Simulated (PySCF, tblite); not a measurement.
# C₄H₇FO₂Si+ (doublet): geometry, infrared bands and EPR parameters

What infrared bands and EPR parameters should C₄H₇FO₂Si+ (doublet) (`O=CC[C+](F)[CH]O[SiH3]`) show?

Computed with tblite 0.8.0 and PySCF 2.14.0, with density-fitted response routines of our own, on a single molecule in the gas phase. Atoms count from 0, in the outputs and in this text.

## 1. The starting structure

15 atoms, charge 1, multiplicity 2; geometry from: force field or distance geometry start.

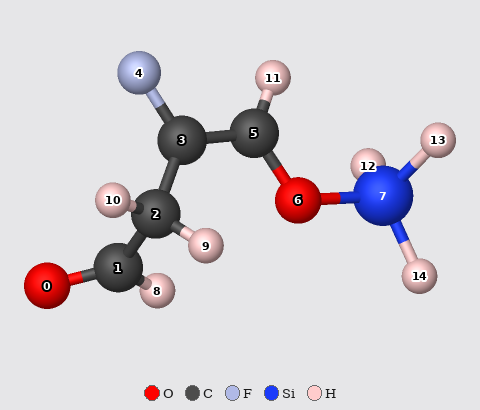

The starting geometry (oxygen red, carbon dark grey, fluorine light blue, silicon blue, hydrogen pink), atoms numbered.

## 2. Geometry optimisation with GFN2-xTB

The job: settings as JSON, then the geometry in Å.

```
{"job": {"kind": "relax", "xc": "GFN2-xTB", "basis": "xTB"}, "charge": 1, "multiplicity": 2}
O      3.243300     1.208100    -0.935700
C      2.071600     1.034000    -0.577900
C      1.716700     0.304600     0.703600
C      0.989600    -0.937700     0.336200
F      1.637000    -2.129900     0.407900
C     -0.401100    -0.989700    -0.001900
O     -1.072800     0.195100    -0.094800
Si    -2.692800     0.199200    -0.455700
H      1.239100     1.420100    -1.161500
H      1.096600     0.970400     1.328200
H      2.620000     0.068200     1.249400
H     -0.906600    -1.921900    -0.206900
H     -2.911900    -0.453200    -1.768300
H     -3.440500    -0.561300     0.574800
H     -3.192600     1.602100    -0.508900
```

Started as:

```console
$ OMP_NUM_THREADS=1 python probes_run.py task.json out
```

This one command runs all jobs of the session in turn.

What it wrote:

```text
step      E/eV     max force
  0    -713.53052    4.662
  1    -713.72129    7.069
  2    -713.96405    1.320
  3    -714.01365    0.569
  4    -714.04828    0.467
  5    -714.07586    0.587
  6    -714.10551    0.394
  7    -714.12044    0.276
  8    -714.12956    0.228
  9    -714.13648    0.210
 10    -714.14215    0.182
 11    -714.14693    0.161
 12    -714.15126    0.171
 13    -714.15516    0.159
 14    -714.15839    0.158
 15    -714.16077    0.142
 16    -714.16273    0.116
 17    -714.16495    0.113
 18    -714.16742    0.121
 19    -714.16950    0.094
 20    -714.17096    0.087
 21    -714.17216    0.090
 22    -714.17341    0.109
 23    -714.17488    0.122
 24    -714.17637    0.094
 25    -714.17754    0.084
 26    -714.17831    0.061
 27    -714.17892    0.062
 28    -714.17956    0.068
 29    -714.18032    0.092
 30    -714.18114    0.083
 31    -714.18189    0.071
 32    -714.18246    0.056
 33    -714.18291    0.054
 34    -714.18331    0.053
 35    -714.18371    0.064
 36    -714.18415    0.067
 37    -714.18460    0.062
 38    -714.18499    0.059
 39    -714.18527    0.038
 40    -714.18549    0.032
 41    -714.18576    0.056
 42    -714.18616    0.070
 43    -714.18669    0.078
 44    -714.18724    0.070
 45    -714.18772    0.054
 46    -714.18806    0.059
 47    -714.18827    0.043
 48    -714.18837    0.021
 49    -714.18844    0.018
 50    -714.18850    0.032
 51    -714.18858    0.037
 52    -714.18866    0.026
 53    -714.18873    0.029
 54    -714.18880    0.024
 55    -714.18889    0.037
 56    -714.18899    0.037
 57    -714.18908    0.020
 58    -714.18914    0.018
 59    -714.18920    0.025
 60    -714.18930    0.039
 61    -714.18943    0.043
 62    -714.18959    0.032
 63    -714.18977    0.034
 64    -714.18993    0.032
 65    -714.19007    0.033
 66    -714.19018    0.024
 67    -714.19025    0.025
 68    -714.19032    0.028
 69    -714.19041    0.030
 70    -714.19054    0.043
 71    -714.19074    0.043
 72    -714.19098    0.046
 73    -714.19130    0.055
 74    -714.19176    0.067
 75    -714.19250    0.085
 76    -714.19357    0.103
 77    -714.19481    0.109
 78    -714.19599    0.150
 79    -714.19630    0.158
 80    -714.19846    0.157
 81    -714.19985    0.087
 82    -714.20140    0.108
 83    -714.20268    0.099
 84    -714.20391    0.119
 85    -714.20609    0.118
 86    -714.20786    0.180
 87    -714.21313    0.126
 88    -714.21913    0.125
 89    -714.22134    0.190
 90    -714.22180    0.145
 91    -714.22335    0.106
 92    -714.22422    0.153
 93    -714.22561    0.077
 94    -714.22685    0.103
 95    -714.22736    0.066
 96    -714.22782    0.050
 97    -714.22825    0.081
 98    -714.22861    0.086
 99    -714.22921    0.061
100    -714.22985    0.056
101    -714.23033    0.059
102    -714.23074    0.106
103    -714.23113    0.067
104    -714.23169    0.049
105    -714.23219    0.077
106    -714.23274    0.077
107    -714.23356    0.091
108    -714.23460    0.088
109    -714.23526    0.061
110    -714.23574    0.048
111    -714.23621    0.088
112    -714.23661    0.052
113    -714.23690    0.037
114    -714.23706    0.029
115    -714.23723    0.040
116    -714.23746    0.051
117    -714.23775    0.046
118    -714.23805    0.046
119    -714.23832    0.047
120    -714.23852    0.036
121    -714.23864    0.030
122    -714.23871    0.028
123    -714.23878    0.025
124    -714.23886    0.027
125    -714.23895    0.035
126    -714.23908    0.040
127    -714.23928    0.043
128    -714.23959    0.050
129    -714.23997    0.051
130    -714.24030    0.049
131    -714.24052    0.048
132    -714.24070    0.045
133    -714.24092    0.043
134    -714.24119    0.051
135    -714.24155    0.069
136    -714.24199    0.061
137    -714.24156    0.390
138    -714.24283    0.044
139    -714.24325    0.058
140    -714.24419    0.164
141    -714.24455    0.057
142    -714.24499    0.051
143    -714.24590    0.090
144    -714.24632    0.108
145    -714.24705    0.186
146    -714.24850    0.199
147    -714.25080    0.132
148    -714.25196    0.549
149    -714.25454    0.099
150    -714.25721    0.108
151    -714.25793    0.543
152    -714.25934    0.168
153    -714.25956    0.228
154    -714.26171    0.153
155    -714.26248    0.187
156    -714.26370    0.203
157    -714.26541    0.094
158    -714.26613    0.285
159    -714.26741    0.168
160    -714.26952    0.160
161    -714.27062    0.574
162    -714.27360    0.185
163    -714.27544    0.197
164    -714.27704    0.471
165    -714.27867    0.222
166    -714.28067    0.214
167    -714.28257    0.142
168    -714.28485    0.180
169    -714.28777    0.132
170    -714.28045    1.066
171    -714.28928    0.074
172    -714.29013    0.119
173    -714.29239    0.292
174    -714.29391    0.385
175    -714.29605    0.107
176    -714.29831    0.175
177    -714.30123    0.234
178    -714.30352    0.285
179    -714.29458    1.309
180    -714.30718    0.226
181    -714.30905    0.184
182    -714.30910    0.735
183    -714.31280    0.098
184    -714.31382    0.120
185    -714.31529    0.414
186    -714.31679    0.164
187    -714.31813    0.066
188    -714.32080    0.065
189    -714.32227    0.183
190    -714.32350    0.088
191    -714.32453    0.103
192    -714.32510    0.050
193    -714.32550    0.162
194    -714.32594    0.096
195    -714.32637    0.130
196    -714.32670    0.088
197    -714.32706    0.097
198    -714.32754    0.123
199    -714.32796    0.052
200    -714.32801    0.284
201    -714.32867    0.050
202    -714.32905    0.035
203    -714.32982    0.212
204    -714.33035    0.048
205    -714.33109    0.062
206    -714.33138    0.404
207    -714.33219    0.067
208    -714.33267    0.071
209    -714.33303    0.406
210    -714.33380    0.131
211    -714.33450    0.062
212    -714.33575    0.454
213    -714.33669    0.071
214    -714.33754    0.048
215    -714.33223    0.980
216    -714.33815    0.042
217    -714.33855    0.039
218    -714.32683    1.309
219    -714.33915    0.036
220    -714.33958    0.036
221    -714.32522    1.476
222    -714.34011    0.040
223    -714.34052    0.036
224    -714.32763    1.416
225    -714.34106    0.037
226    -714.34150    0.030
227    -714.32978    1.406
228    -714.34212    0.028
229    -714.34263    0.036
230    -714.33213    1.398
231    -714.34340    0.046
232    -714.34401    0.076
233    -714.33536    1.379
234    -714.34508    0.098
235    -714.34586    0.139
236    -714.33991    1.326
237    -714.34755    0.176
238    -714.34863    0.221
239    -714.34667    1.227
240    -714.35186    0.269
241    -714.35362    0.303
242    -714.35790    0.952
243    -714.36240    0.391
244    -714.36851    0.107
245    -714.37579    0.435
246    -714.37946    0.154
247    -714.38190    0.133
248    -714.38347    0.256
249    -714.38504    0.128
250    -714.38700    0.232
251    -714.38845    0.152
252    -714.38936    0.107
253    -714.39013    0.089
254    -714.39062    0.061
255    -714.39111    0.087
256    -714.39153    0.103
257    -714.39183    0.103
258    -714.39208    0.137
259    -714.39235    0.115
260    -714.39269    0.106
261    -714.39295    0.102
262    -714.39320    0.108
263    -714.39357    0.104
264    -714.39396    0.103
265    -714.39437    0.107
266    -714.39483    0.103
267    -714.39537    0.088
268    -714.39593    0.062
269    -714.39637    0.046
270    -714.39666    0.036
271    -714.39678    0.043
272    -714.39692    0.052
273    -714.39699    0.041
274    -714.39709    0.040
275    -714.39718    0.024
276    -714.39733    0.029
277    -714.39746    0.024
278    -714.39755    0.025
279    -714.39765    0.022
280    -714.39778    0.023
281    -714.39791    0.028
282    -714.39801    0.029
283    -714.39809    0.020
284    -714.39815    0.016
285    -714.39819    0.017
286    -714.39822    0.013
287    -714.39823    0.014
288    -714.39823    0.007
```

Wall time 1.5 s (1 thread of Arm Neoverse V2, shared host).

Relaxation path: (not every step is listed)

| step | energy from step 0 (eV) | largest force (eV/Å) |
| --- | --- | --- |
| 0 | 0.0000 | 4.6616 |
| 1 | -0.1908 | 7.0692 |
| 2 | -0.4335 | 1.3203 |
| 3 | -0.4831 | 0.5686 |
| 4 | -0.5178 | 0.4672 |
| 5 | -0.5453 | 0.5871 |
| 6 | -0.5750 | 0.3938 |
| 7 | -0.5899 | 0.2762 |
| 8 | -0.5990 | 0.2279 |
| 35 | -0.6532 | 0.0639 |
| 62 | -0.6591 | 0.0323 |
| 89 | -0.6908 | 0.1896 |
| 116 | -0.7069 | 0.0514 |
| 143 | -0.7154 | 0.0896 |
| 170 | -0.7499 | 1.0656 |
| 197 | -0.7965 | 0.0970 |
| 224 | -0.7971 | 1.4159 |
| 251 | -0.8579 | 0.1524 |
| 278 | -0.8670 | 0.0255 |
| 283 | -0.8676 | 0.0196 |
| 284 | -0.8676 | 0.0164 |
| 285 | -0.8677 | 0.0173 |
| 286 | -0.8677 | 0.0132 |
| 287 | -0.8677 | 0.0136 |
| 288 | -0.8677 | 0.0068 |

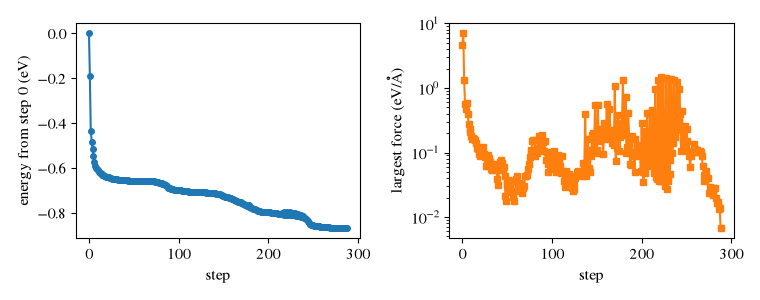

Energy and force, step by step.

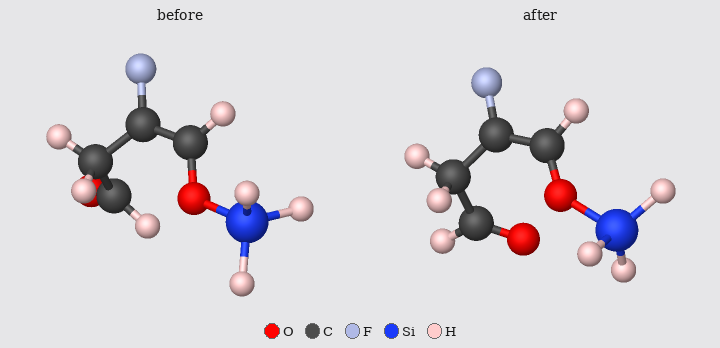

Before and after, at one scale.

Distances of close pairs at the start and the end, largest changes first:

| bond | before (Å) | after (Å) | change (Å) |
| --- | --- | --- | --- |
| C5–O6 | 1.365 | 1.287 | -0.078 |
| O0–C1 | 1.237 | 1.183 | -0.055 |
| C3–C5 | 1.432 | 1.378 | -0.054 |
| C3–F4 | 1.359 | 1.321 | -0.037 |
| Si7–H14 | 1.490 | 1.462 | -0.028 |
| C1–C2 | 1.517 | 1.544 | +0.027 |
| Si7–H12 | 1.482 | 1.457 | -0.025 |
| O6–Si7 | 1.660 | 1.681 | +0.022 |

The next job starts from the end point, and lists it.

## 3. Infrared spectrum with GFN2-xTB

The job: settings as JSON, then the geometry in Å.

```
{"job": {"kind": "ir", "xc": "GFN2-xTB", "basis": "xTB"}, "charge": 1, "multiplicity": 2}
O      0.830164     1.273764    -1.278910
C      1.623445     1.294206    -0.401702
C      1.621707     0.354843     0.823085
C      1.023828    -0.956118     0.527269
F      1.823688    -2.001783     0.640743
C     -0.247758    -1.183173     0.047207
O     -1.085542    -0.221186    -0.124704
Si    -2.595756     0.045751    -0.813972
H      2.451062     2.020891    -0.346206
H      1.024764     0.909052     1.558159
H      2.635408     0.232102     1.206994
H     -0.539825    -2.204246    -0.189996
H     -3.171638    -1.218002    -1.254419
H     -3.220369     0.676934     0.348882
H     -2.177591     0.984957    -1.853825
```

What it wrote:

```text
mode    cm-1     km/mol
  1      63.6      4.39
  2      84.5      9.93
  3      95.9      2.11
  4     111.5      0.10
  5     128.4     12.06
  6     177.2      2.23
  7     224.6      1.07
  8     284.7     15.84
  9     379.7      6.84
 10     431.8      9.37
 11     449.2      0.79
 12     557.3     82.24
 13     567.0     47.60
 14     618.0     12.38
 15     659.1     58.27
 16     684.1     69.73
 17     710.5    177.04
 18     754.8     25.74
 19     776.1     93.34
 20     844.2     10.44
 21     869.8      7.34
 22     924.2      8.55
 23     954.2     26.71
 24    1066.0     55.90
 25    1197.8     69.92
 26    1241.4     50.78
 27    1270.9     14.82
 28    1306.2     55.65
 29    1333.2     16.64
 30    1381.5     51.92
 31    1495.4    409.05
 32    1821.8    185.75
 33    2243.5     40.62
 34    2267.3    239.80
 35    2333.3    127.17
 36    2809.5     11.87
 37    2920.1     20.79
 38    3001.5      2.74
 39    3013.5     22.86
```

Run time: 0.4 s. Hardware: 1 thread of Arm Neoverse V2, shared host.

Which atoms move in the most intense modes:

| cm⁻¹ | km/mol | atoms |
| --- | --- | --- |
| 557 | 82.2 | H12 50 %, H14 22 % |
| 710 | 177.0 | O6 29 %, H13 21 %, Si7 16 % |
| 776 | 93.3 | H12 24 %, H13 22 %, H14 21 %, O6 10 % |
| 1198 | 69.9 | H10 43 %, H9 15 %, C3 14 %, C2 11 % |
| 1495 | 409.1 | C3 45 %, C5 43 % |
| 1822 | 185.8 | C1 56 %, O0 42 % |
| 2267 | 239.8 | H14 55 %, H13 43 % |
| 2333 | 127.2 | H12 97 % |

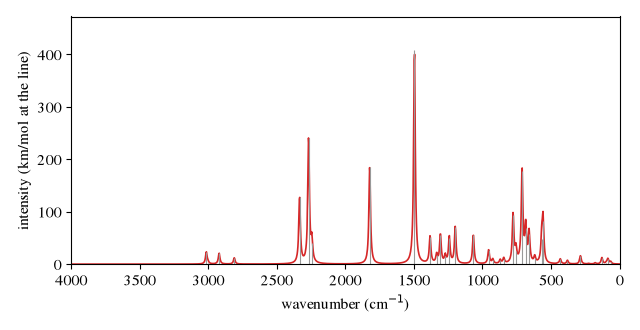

The infrared spectrum from these modes, unscaled. Lines are broadened to a width of 14 cm⁻¹ (Lorentzian).

## 4. EPR parameters: B3LYP/pcH-1

Same as in step 3 but for these lines:

```diff
@@ -1,2 +1,2 @@
-{"job": {"kind": "ir", "xc": "GFN2-xTB", "basis": "xTB"}, "charge": 1, "multiplicity": 2}
+{"job": {"kind": "epr", "basis": "pcH-1"}, "charge": 1, "multiplicity": 2}
 O      0.830164     1.273764    -1.278910
```

With the program's defaults for keys left out, this is: UKS B3LYP, pcH-1 on C F H O Si, non-relativistic, mean-field spin-orbit, GIAO.

What it wrote:

```text
UKS, coarse grid
  cycle   1  E = -695.90027536  |g| = 7.92e-01
  cycle   2  E = -694.26948806  |g| = 2.02e+00
  cycle   3  E = -696.08038743  |g| = 3.59e-01
  cycle   4  E = -696.12772260  |g| = 1.29e-01
  cycle   5  E = -696.13147849  |g| = 5.61e-02
  cycle   6  E = -696.13284872  |g| = 1.76e-02
  cycle   7  E = -696.13296950  |g| = 7.11e-03
  cycle   8  E = -696.13299320  |g| = 2.97e-03
  cycle   9  E = -696.13299814  |g| = 1.81e-03
  cycle  10  E = -696.13299926  |g| = 5.76e-04
UKS, final grid
  cycle   1  E = -696.13303914  |g| = 9.88e-04
  cycle   2  E = -696.13303776  |g| = 2.20e-03
  cycle   3  E = -696.13303950  |g| = 2.32e-04
  cycle   4  E = -696.13303953  |g| = 4.16e-05
  cycle   5  E = -696.13303953  |g| = 4.85e-05
  cycle   6  E = -696.13303953  |g| = 1.06e-05
E = -696.13303953 Eh   <S^2> = 0.7529 (exact 0.7500)
g shifts (ppm)      1          2          3
  rmc          -241       -241       -241
  gc             -2         51         44
  oz_so         -23       3070       5133
  total        -266       2881       4936
hyperfine (MHz)  atom isotope    a_iso     a_fc   dipolar eigenvalues
    0   17O      -3.60      -3.61    -20.47      9.87     10.60
    1   13C      10.12      10.15     -5.69     -3.76      9.45
    2   13C      -9.40      -9.42     -4.69     -2.65      7.33
    3   13C      23.10      23.05    -35.98    -33.55     69.54
    4   19F      86.80      85.85   -189.63   -176.66    366.29
    5   13C      -5.05      -5.08    -20.92    -17.29     38.21
    6   17O     -25.10     -24.95    -84.26     41.77     42.50
    7  29Si      13.85      13.88     -0.68      0.15      0.52
    8    1H      61.61      61.62     -2.70     -1.77      4.47
    9    1H      52.44      52.44     -3.79     -1.35      5.14
   10    1H      -0.44      -0.44     -2.93     -1.93      4.86
   11    1H     -17.74     -17.76     -9.76     -4.32     14.08
   12    1H      -1.87      -1.87     -1.67     -1.37      3.04
   13    1H      36.21      36.20     -2.13     -1.10      3.23
   14    1H      44.00      43.99     -2.27     -0.73      3.00
```

It took 96 s on 1 thread of Arm Neoverse V2, shared host; peak memory 1.1 GiB.

Principal g values 2.00205, 2.00520, 2.00726; g(iso) = 2.00484, against 2.00232 for a free electron.

Mean a(iso) over the nuclei that a row names, and the largest dipolar term of the row (other rows stand at the frozen geometry):

| nuclei | isotope | a(iso) (MHz) | a(iso) (G, at g = 2.0023) | largest dipolar term (MHz) |
| --- | --- | --- | --- | --- |
| F4 | 19F | 86.8 | 31.0 | 366.3 |
| H8 | 1H | 61.6 | 22.0 | 4.5 |
| H12, H13, H14 | 1H | 26.1 | 9.3 | 3.2 |
| H9, H10 | 1H | 26.0 | 9.3 | 5.1 |
| O6 | 17O | -25.1 | -9.0 | -84.3 |
| C3 | 13C | 23.1 | 8.2 | 69.5 |
| H11 | 1H | -17.7 | -6.3 | 14.1 |
| Si7 | 29Si | 13.9 | 4.9 | -0.7 |
| C1 | 13C | 10.1 | 3.6 | 9.4 |
| C2 | 13C | -9.4 | -3.4 | 7.3 |
| C5 | 13C | -5.0 | -1.8 | 38.2 |
| O0 | 17O | -3.6 | -1.3 | -20.5 |

Mulliken spin populations:

O0 0.06; C1 0.02; C2 -0.01; C3 0.37; F4 0.07; C5 0.21; O6 0.22; Si7 -0.01; H8 0.03; H9 0.02; H10 0.00; H11 -0.01; H12 0.00; H13 0.02; H14 0.02

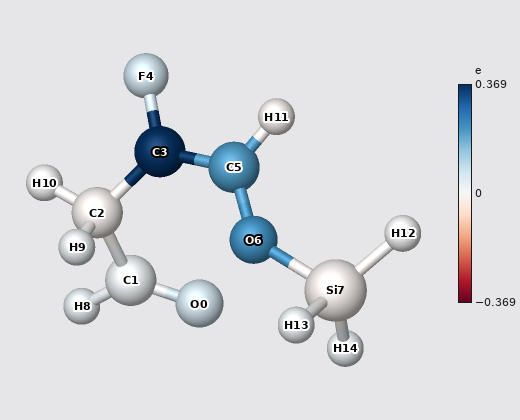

Mulliken spin populations, as colours on the atoms.

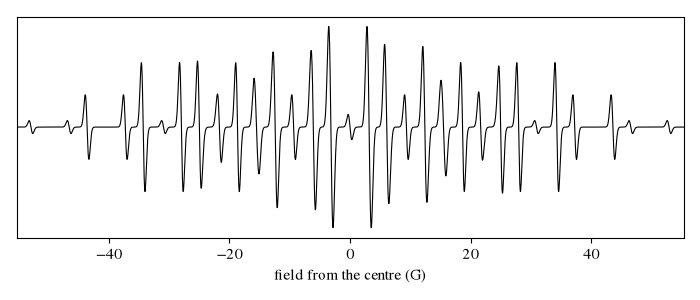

First-order isotropic spectrum (first derivative, main isotopes with spin only, couplings over 0.8 MHz, Gaussian width 0.3 G; couplings of the frozen geometry, rotation of groups not averaged beyond the rows shown).

Orbitals, density, ELF and potential are computed afterwards from the orbital file.

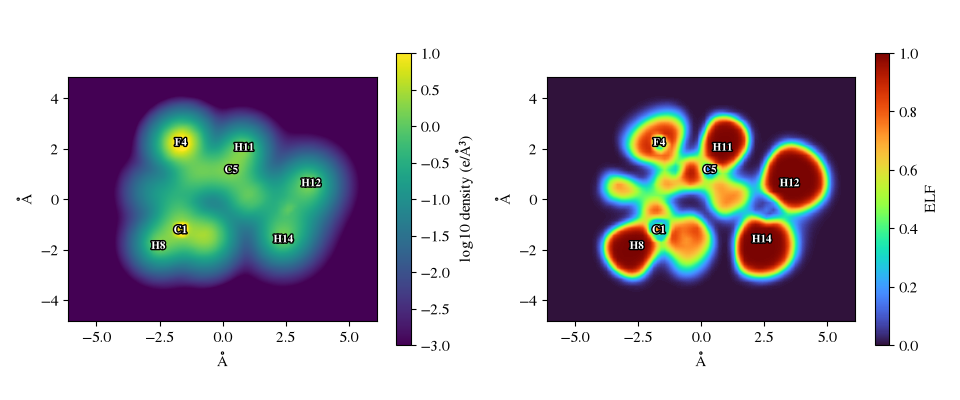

Density (left) and ELF (right) in a plane through or near 7 of the atoms.

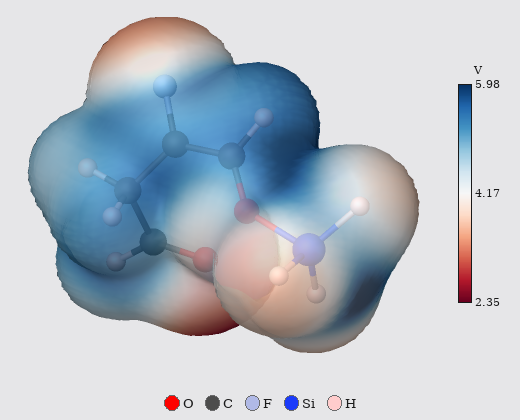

Electrostatic potential on the surface of density 0.002 e/bohr³; red is low, blue high. It runs from 2.35 V near O0 to 5.98 V near Si7.

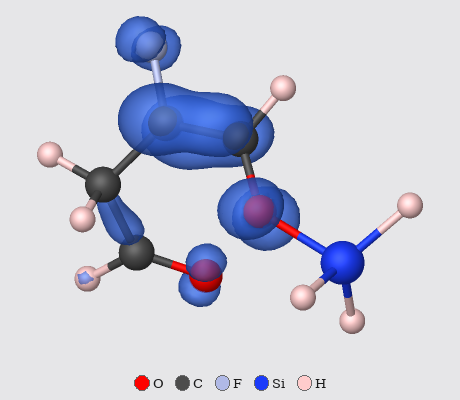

Spin density at ±0.05 e/Å³ (alpha excess blue, beta excess red).

## 5. Summary of results

| quantity | value |
| --- | --- |
| strongest single infrared mode (GFN2-xTB) | 1495 cm⁻¹, 409 km/mol |
| zero-point energy (GFN2-xTB) | 60.1 kcal/mol |
| g(iso) (B3LYP) | 2.00484 |
| ⟨S²⟩ | 0.753 (exact 0.75) |
| largest a(iso) (averaged by class) | 19F on F4, 86.8 MHz |

The optimisation took 288 steps and gained 0.868 eV; among the close pairs (by a distance rule), C5–O6 changed most, from 1.365 to 1.287 Å. No mode is imaginary among the 39: a minimum at this level. The strongest single mode, at 1495 cm⁻¹, moves mainly C3 and C5. GFN2-xTB is a fitted tight-binding method: band positions and strengths are rough. Its intensities can rank the bands wrongly. The largest share of the spin, 0.37 e, sits on C3. The isotropic g lies 2.5 ppt above the free-electron value.
